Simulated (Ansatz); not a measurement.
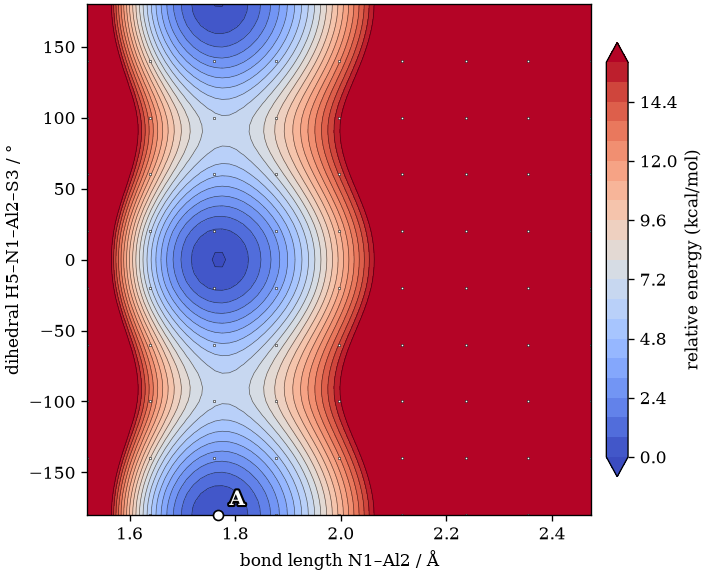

AlClH₃NS, SMILES [NH2][Al]([SH])[Cl]. The first coordinate is: bond length N1–Al2; the second: dihedral H5–N1–Al2–S3. Nothing is relaxed (all other coordinates rigid). The scan uses a 9 × 9 grid; 79 points were computed and 2 follow by symmetry. Points are written as (first, second). All energies are given in kcal/mol relative to the lowest grid point. Theory: Ansatz 0.2.0, RKS PBE-D4/def2-TZVP.

In the figure: filled contours, dots at the grid points, one colour for all values above the top of the scale, the well A. Between grid points the surface is interpolated.

Question: Estimate the position of the minimum and the force constants in these coordinates. Take the well at A.

Answer: The interpolated minimum is at bond length N1–Al2 ≈ 1.767 Å, dihedral H5–N1–Al2–S3 ≈ −180°. The curvatures there are about 24 eV/Å² and 0.58 eV/rad², with a cross term of about 0 eV/(Å·rad). Round the minimum the two coordinates are nearly uncoupled. (1 eV is 23.1 kcal/mol.)
